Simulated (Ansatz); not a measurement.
# CdF2 (Fm-3m): thermal expansion from first principles, part 3 of 3

Aim: the lattice, expansion, heat capacity and bulk modulus of CdF2 as it warms.

Ansatz 0.2.0; DFT RPBE, scalar-relativistic, plane waves, PAW.

So far. Step 2 (A first coarse run): The start is under 10 GPa at this level and looks like an insulator or semiconductor on this mesh. Step 5 (Relaxing to small residual forces and stress): The residual pressure is -6.5e-6 GPa, small enough for phonons. The relaxed cell has a = 5.574 Å (conventional setting).

## Step 8: Phonons of the refused cell

The study refused this cell, so its phonons are run alone to see which modes are imaginary.

Input file input.yaml:

```yaml
crystal:
  lattice:
    - [0.0, 2.7871542761, 2.7871542761]
    - [2.7871542761, 0.0, 2.7871542761]
    - [2.7871542761, 2.7871542761, 0.0]
  atoms:
    - { symbol: Cd, position: [0.0, 0.0, 0.0] }
    - { symbol: F, position: [0.25, 0.25, 0.25] }
    - { symbol: F, position: [0.75, 0.75, 0.75] }
kpoints:
  mp_grid: { grid: [8, 8, 8] }
hamiltonian:
  xc: rpbe
scf:
  occupations: { method: fixed }
  lower_state_search: "off"
output:
  eigenvalues: true
phonons:
  method: dfpt
  dielectric: true
  rigid_motions: translations
  qmesh: [4, 4, 4]
  temperatures: { t_max: 1000, t_step: 50 }
  qpath:
    path:
      - [[0.0, 0.0, 0.0], [0.5, 0.0, 0.5], [0.625, 0.25, 0.625]]
      - [[0.375, 0.375, 0.75], [0.0, 0.0, 0.0], [0.5, 0.5, 0.5], [0.5, 0.25, 0.75], [0.5, 0.0, 0.5]]
    npoints: 10
```

Command:

```
$ ansatz run input.yaml --threads 8 --pin off --max-ram 16384MiB --backend cpu --events-out ev --progress --plain --runs-dir out
```

Numbers of over 12 decimals in the logs are rounded to 6 here.

Output:

```text
[...]
Crystal: 3 atoms, lattice volume = 43.303 Å³
Basis set: ecut = 420 eV, 869 PW (Γ), exchange–correlation on 54×54×54 points (8 copies of the dense FFT grid, shifted against one another)
Bands: 21, of which v1, the nominal top of the filled ones, is band 17 counted from 1 (16 counted from 0)
Symmetry: 48 space group operations
k-points: 95 of 512 (irreducible under 4 space group operations, time reversal used)
[...]
SCF iter   1: F=—  HF=-9884.553025 eV  |F-HF|=—  |Δ(HF+E_count)|=         —  Δρ=6.70e-3  dr2=1.64e-2  ethr=1.77e-3  ⟨swp⟩=4.3  Hψ=7224  notcnv=0  defer=178
[...]
SCF iter   7: F=-9884.549998 eV  HF=-9884.549998 eV  |F-HF|=3.55e-10  |Δ(HF+E_count)|=   1.30e-8  Δρ=5.38e-7  dr2=6.03e-11  ethr=1.00e-12  ⟨swp⟩=5.0  Hψ=11807  notcnv=0
SCF 1 converged in 7 iterations: F = -9884.549998 eV  dr2 = 6.03e-11
[...]
DFPT response loops at Γ: preconditioner auto → none (the input reference at scf.mixing.eps_inf says where Resta's filter doesn't serve); β = 0.50; Broyden in place of MSR1
NSCF: frozen V_eff on 29 k-points
[...]
SCF converged after 7 iterations
Free energy (F): -9884.549998 eV
[...]
Internal energy: -9884.549998 eV  (E = F + TS)
E sigma→0 (E₀):  -9884.549998 eV
Fermi energy:    5.192955 eV
[...]
--- Band table (eV; the first three rows and the last of 95) ---
  k-point 0: bands = [... 13 lower, 4.4583, 4.5809, 4.5809, 4.5809, 8.1258, 17.6068, 17.6068, 17.6068]
  k-point 1: bands = [... 13 lower, 4.3209, 4.5564, 4.6427, 4.6427, 8.6490, 16.9308, 17.7925, 17.7925]
  k-point 2: bands = [... 13 lower, 4.0716, 4.1640, 4.6996, 4.6996, 9.8221, 15.7955, 18.2643, 18.2643]
  k-point 94: bands = [... 13 lower, 3.8978, 3.8978, 4.7831, 5.1930, 12.5609, 16.3750, 16.3750, 16.7121]
--- Phonons (Γ-DFPT): 2 representative perturbations + reference, on 95 of 512 k-points (Σ response iterations 8) ---
  k mesh reduced under 4 symmetry operations, with k and −k counted as one. Each operation leaves every solved perturbation unchanged. A smaller set is not considered because the run solves the response to a homogeneous field
  ASR residual: 3.189e-4 → 0.000e0 eV/Å²; symmetrization residual: 1.495e-6 eV/Å²
  ASR residual per site (eV/Å²): 1.53e-4 3.19e-4 3.19e-4
  Γ frequencies (cm⁻¹): 0.00 0.00 0.00 167.69 167.69 167.69 267.96 267.96 267.96
  ε∞ (high-frequency dielectric tensor):
        2.810847    -0.000000    -0.000000
        0.000000     2.810847     0.000000
        0.000000     0.000000     2.810847
  ε⁰ (static dielectric tensor: ions relaxed, cell fixed):
       11.703819    -0.000000     0.000000
       -0.000000    11.703819    -0.000000
        0.000000    -0.000000    11.703819
  ε⁰ − ε∞ (ionic part):
        8.892972    -0.000000     0.000000
       -0.000000     8.892972    -0.000000
        0.000000    -0.000000     8.892972
  softest optical mode at Γ: 167.69 cm⁻¹; the repairs (sum rule, projections) moved no ω² at Γ by more than (2.18 cm⁻¹)²
  Born effective charges Z* (e; rows j = field, columns β = displacement):
    site 0:
         2.49995   -0.00000    0.00000
         0.00000    2.49995    0.00000
         0.00000   -0.00000    2.49995
    site 1:
        -1.24997    0.00000   -0.00000
        -0.00000   -1.24997   -0.00000
         0.00000    0.00000   -1.24997
    site 2:
        -1.24997    0.00000   -0.00000
        -0.00000   -1.24997   -0.00000
         0.00000    0.00000   -1.24997
  Z* charge neutrality: 7.471e-5 e pre-enforcement
  k-mesh period / interband length: 31.5 Å / 1.38 Å = 22.93 at k = (0.0000, 0.0000, 0.0000), direct gap 3.545 eV — 14 or more, which is no proof of convergence
  optical modes at Γ without the LO–TO term, one row a degenerate level:
      ω (cm⁻¹)  modes    IR ((D/Å)²/amu)
        167.69      3            15.2320
        267.96      3             0.0000
  optical modes at Γ + LO–TO along q̂ = [1.0000, 0.0000, 0.0000]:
      ω (cm⁻¹)  modes    IR ((D/Å)²/amu)
        167.69      2            10.1547
        267.96      3             0.0000
        342.19      1             5.0773
  optical modes at Γ + LO–TO along q̂ = [0.0000, 1.0000, 0.0000]:
      ω (cm⁻¹)  modes    IR ((D/Å)²/amu)
        167.69      2            10.1547
        267.96      3             0.0000
        342.19      1             5.0773
  optical modes at Γ + LO–TO along q̂ = [0.0000, 0.0000, 1.0000]:
      ω (cm⁻¹)  modes    IR ((D/Å)²/amu)
        167.69      2            10.1547
        267.96      3             0.0000
        342.19      1             5.0773
--- Phonons (arbitrary-q DFPT): 8 irreducible q on the 4×4×4 mesh ---
  q = [0.0000, 0.0000, 0.0000] (star 1, of the zone-centre solve; hermiticity 8.91e-7, symmetrization 1.56e-8): -0.00 -0.00 0.00 167.69 167.69 167.69 267.96 267.96 267.96
  q = [0.0000, 0.0000, 0.2500] (star 8, 2 solved perturbations on 288 of 512 k-point pairs; hermiticity 9.36e-7, symmetrization 3.34e-12): 56.16 56.16 97.81 184.47 184.47 257.98 257.98 267.72 328.25
[...]
q = [0.0000, 0.2500, 0.2500] (star 6, 4 solved perturbations in 528 linear systems a pass and spin channel, the states on 164 of 512 k-point pairs; hermiticity 8.85e-7, symmetrization 8.25e-13): 39.90 39.90 129.32 139.82 139.82 193.74 290.00 290.00 350.66
[...]
sum rule: each row above includes the acoustic sum rule's correction from the zone centre's row sums; it moved no ω² by more than (2.14 cm⁻¹)²
  mesh force constants: q→R imaginary residual 5.08e-18; ASR residual 3.189e-4 → 0.000e0 eV/Å²; symmetrization residual 1.776e-15 eV/Å²
  interpolated dispersion: 63 rows × 9 modes
  density of states and harmonic sums: on the 20×20×20 q-mesh, interpolated from the force constants of a 4×4×4 supercell (with the dipole–dipole term)
  largest difference from the sums on the solved wave vectors: F 1.94e-2 eV, S 2.55e-5 and C_V 6.06e-6 eV/K
  zero-point energy: 0.103540 eV/cell   skipped modes (ω ≤ 0): 13, of them read as no rigid motion or as one in doubt: 10 (2.288e-2 modes/cell left out, lowest -40.44 cm⁻¹)   left out of the sums: 2.58e-3 of the cell's modes: C_V's classical limit lies that fraction below 3 k_B per atom; for a crystal, a wire or a layer, F and S can be off by more, and a phonons.interpolated_qmesh denser along its periods is the remedy for the sampling
```

Elapsed: 67 s, on 8 threads of Arm Neoverse V2, shared host; peak memory 1.3 GiB.

Numbers from this step:

```yaml
lowest_frequency_on_the_path: -40.44 cm⁻¹
point_group: m-3m
highest_frequency: 362.1 cm⁻¹
```

ε∞:

```
2.81 0.00 0.00
0.00 2.81 0.00
0.00 0.00 2.81
```

Born charge (rows field, columns displacement) (e), principal values of the symmetric part by kind of site:

```csv
atom,atoms with these values,low,middle,high,mean
Cd1,1,2.50,2.50,2.50,2.50
F2,2,-1.25,-1.25,-1.25,-1.25
```

In full for Cd1:

```
2.50 0.00 0.00
0.00 2.50 0.00
0.00 0.00 2.50
```

ε₀ (ions relaxed, fixed cell):

```
11.70  0.00  0.00
 0.00 11.70  0.00
 0.00  0.00 11.70
```

LO-TO term included. Phonon branches along the path, in cm⁻¹:

```csv
point,branch 1,branch 2,branch 3,branch 4,branch 5,branch 6,branch 7,branch 8,branch 9
Γ,0,0,0,168,168,268,268,268,342
X,-40,81,81,89,89,173,308,308,362
U,25,85,116,130,140,169,292,304,352
jump to K,25,85,116,130,140,169,292,304,352
Γ,0,0,0,168,168,268,268,268,342
L,75,75,147,215,215,236,236,268,309
W,46,54,92,132,132,237,237,323,350
X,-40,81,81,89,89,173,308,308,362
```

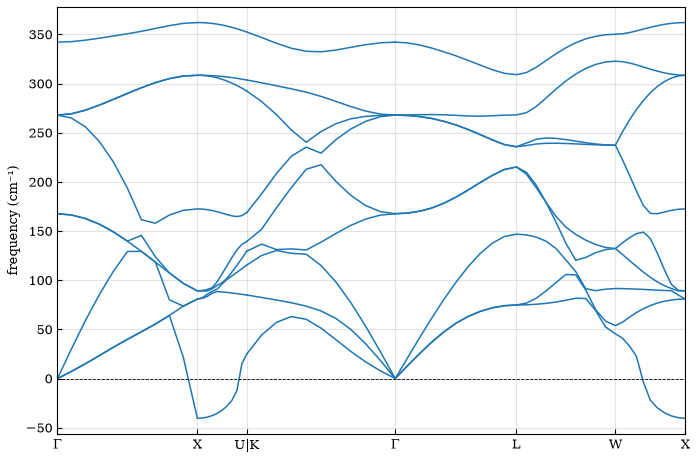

Phonon branches along the path.

The phonon density of states has structure finer than the step of the table below, so its rows give means over 25 cm⁻¹, whole bins alone (the curve runs from -42.5 to 362 cm⁻¹). Peaks (cm⁻¹: height): 77.5: 0.0702, 122.5: 0.0583, 142.5: 0.0498, 167.5: 0.0360, 232.5: 0.0258, 297.5: 0.0326, 342.5: 0.0346.

Tetrahedra on 20 20 20, mean over bins of 5 cm⁻¹. The phonon density of states by wavenumber; means over each step:

```csv
wavenumber (cm⁻¹),phonon density of states (1/cm⁻¹/cell)
-25,5.1e-4
0,7.5e-4
25,0.00474
50,0.0184
75,0.0505
100,0.0250
125,0.0418
150,0.0330
175,0.0245
200,0.0185
225,0.0181
250,0.0196
275,0.0295
300,0.0309
325,0.0192
350,0.0248
```

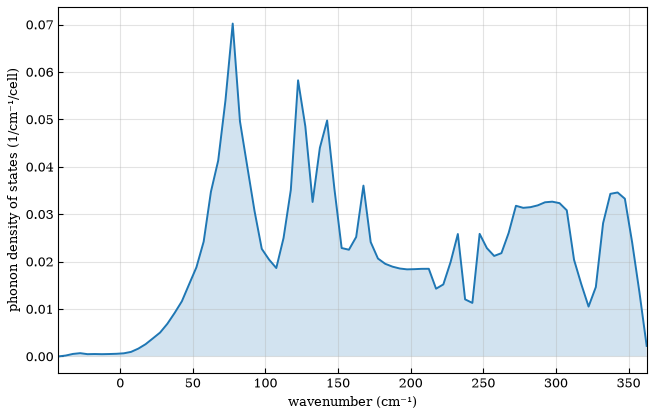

Phonon density of states, plotted against wavenumber.

No LO-TO term. The modes at Γ (shares of kinetic energy by element, %):

```csv
mode,frequency (cm⁻¹),symmetry,Cd %,F %
1,0.0,T1u,75,25
2,0.0,T1u,75,25
3,0.0,T1u,75,25
4,167.7,T1u,25,75
5,167.7,T1u,25,75
6,167.7,T1u,25,75
7,268.0,T2g,0,100
8,268.0,T2g,0,100
9,268.0,T2g,0,100
```

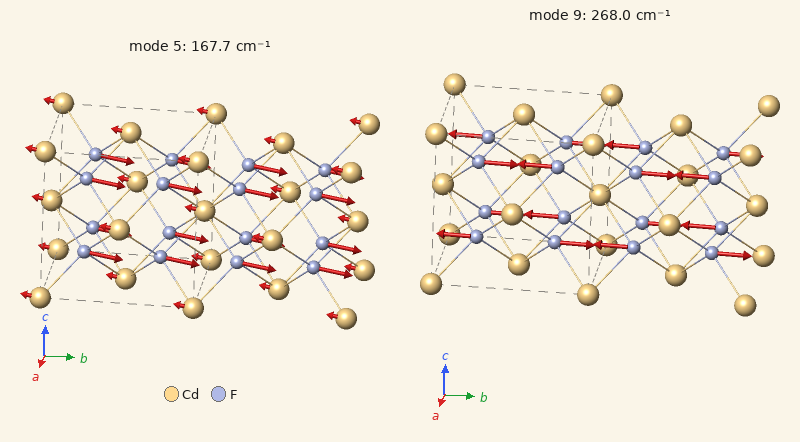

Displacement patterns of modes 5 and 9 at Γ; arrows are exaggerated. 1×2×1 conventional cells are drawn. Some periodic images of atoms are drawn too.

Lowest modes at the softest wavevector of the mesh; phase exp(i q.(R + tau)). Modes at q = (0.500, 0.500, 0.000), with each element's share of the kinetic energy (negative means imaginary):

```csv
mode,frequency (cm⁻¹),Cd %,F %
1,-40.4,0,100
2,80.9,0,100
3,80.9,0,100
4,89.2,99,1
5,89.2,99,1
6,172.6,100,0
```

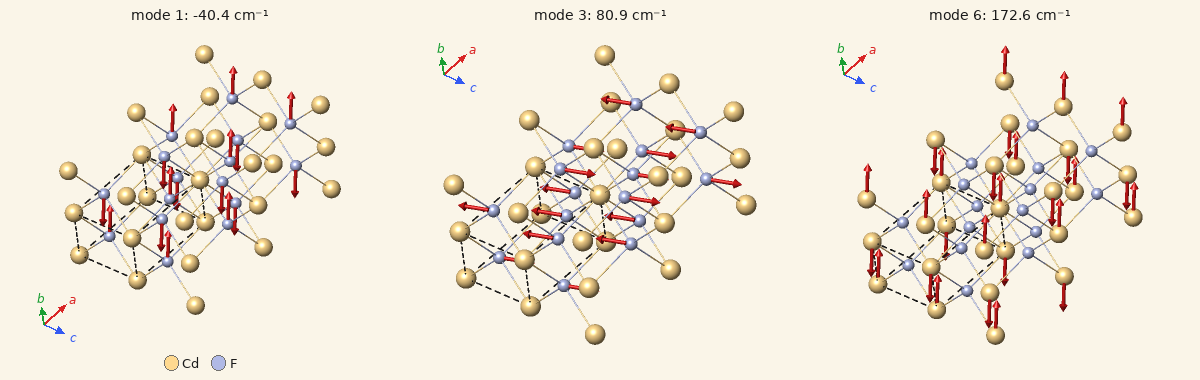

Displacement patterns of modes 1, 3 and 6 at q = (0.500, 0.500, 0.000); arrows are exaggerated. 2×2×2 cells are drawn. The axes are those of the cell as run, not the conventional ones. Some periodic images of atoms are drawn too.

The modes has structure finer than the step of the table below, so its rows give means over 25 cm⁻¹, whole bins alone (the curve runs from -48.7 to 383 cm⁻¹). Peaks (cm⁻¹: height): Cd 78.8: 0.0486, 122.2: 0.0340, 141.2: 0.0310; F 67.9: 0.0178, 124.9: 0.0212, 143.9: 0.0183, 192.7: 0.0199, 211.7: 0.0196, 298.6: 0.0331, 342.0: 0.0317.

Phonopy on the run's constants, 17x17x17 mesh, Gaussian sigma 3.1 cm⁻¹. Modes against wavenumber; means over each step; values in 1/cm⁻¹/cell:

```csv
wavenumber (cm⁻¹),Cd,F
-25,0,7.5e-4
0,1.5e-4,3.7e-4
25,0.00258,0.00220
50,0.0101,0.00828
75,0.0363,0.0141
100,0.0167,0.00855
125,0.0262,0.0151
150,0.0173,0.0163
175,0.00612,0.0177
200,0.00106,0.0175
225,4.3e-4,0.0169
250,2.4e-4,0.0201
275,3.3e-4,0.0291
300,2.5e-4,0.0305
325,0.00105,0.0186
350,0.00106,0.0234
```

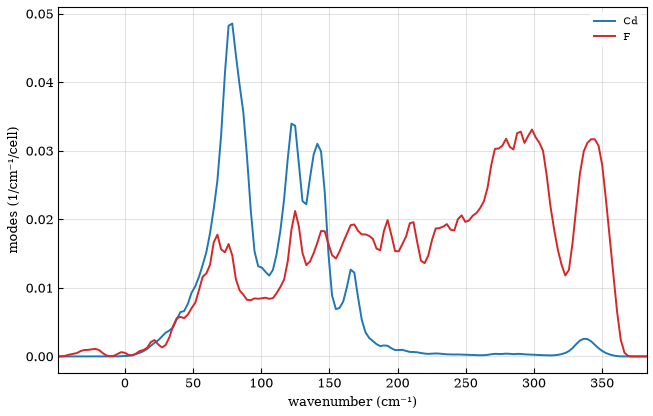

Modes, plotted against wavenumber.

Lorentz oscillators from the run's modes, damping 2 % of each frequency (typed, at least 3 cm⁻¹). The reflectivity, E along x by wavenumber; read off at these points:

```csv
wavenumber (cm⁻¹),"reflectivity, E along x"
50.0,0.313
100.0,0.367
150.0,0.556
200.0,0.971
224.4,0.973
250.0,0.970
300.0,0.948
350.0,0.185
400.0,7.8e-4
450.0,0.006
```

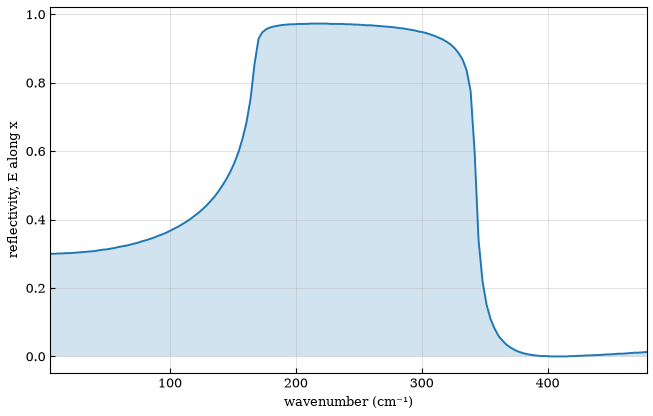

Reflectivity, E along x against wavenumber.

The lowest solved frequency is -40.4 cm⁻¹, so the cell is unstable here and gives no valid free energy.

## Step 9: Outcome

```json
{
 "lowest frequency at the solved wavevectors": "-40.4 cm⁻¹"
}
```

With imaginary harmonic modes at the relaxed cell the quasi-harmonic free energy is undefined, so no expansion is obtained for this phase at this level. The softest solved mode is 40i cm⁻¹ at q = (0, -0.5, -0.5), and 1 of 8 solved wavevectors carry a mode beyond 8i cm⁻¹. The starting cell comes from a crystallographic database, so the instability may belong to the level of theory or to the 0 K harmonic picture and not to the crystal; this functional changes the volume by +11 % against that cell. The interpolation has no quadrupole term, so branches near the zone centre are less sure, since this crystal has sites that are not centres of inversion. The PAW files were made for PBE and are used here under another functional, for which the program regenerates the frozen cores. The cell of these runs is 11 % larger in volume than the database cell; frequencies and all that rests on them shift with it.

[Logs are printed without paths, hosts, clocks, repeated set-up lines and the standing remarks that a program may print on its own settings, such as how far it seeks lower states.]

[Hosts, paths, dates, database ids (printed as entryN), source tags and the programs' standing remarks are cut or masked in the printed files.]

[A step with changed settings may run another functional than the one named; its input shows which.]

[Pressures of single members of a volume series are the stress at the run's cutoff; with an incomplete basis they can lie off −dE/dV of the same runs, and they are not shown converged.]
